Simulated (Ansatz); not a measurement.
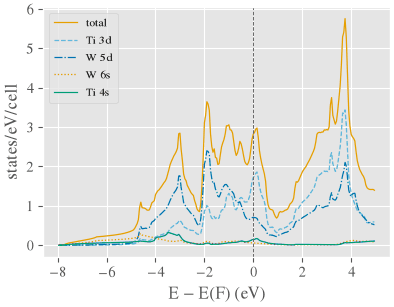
Figure. Total and projected density of states of TiW in space group Cmmm (No. 65; Ti on 2a, W on 2c), plane-wave PAW LDA (Ansatz code)

Which orbitals carry the states next to the Fermi level?

Within 0.5 eV of the Fermi level: Ti 3d 58 %, W 5d 28 %, outside the projected shells 6 %. Projections are on Löwdin-orthogonalised atomic valence shells; empty p or d shells of many metals are not among them.

Where is the tallest occupied peak in this window, and what makes it?

Near -1.9 eV, about 3.6 states/eV per cell; the largest projected share is W 5d.

The first step of the workflow began from a Materials Project structure, measured or hypothetical; the Crystallography Open Database copy checked does not list it. With Ti and W taken as one species the cell has the higher symmetry Im-3m, so it may be an ordered model of a mixed-site phase. Its standing as an ambient phase is unchecked. Symmetry was held in the LDA relaxation; its stability against distortions is not shown here. No spin polarisation was allowed. Spin–orbit coupling is left out wherever it is not named.

Potentials: the later of the program's two PAW sets.
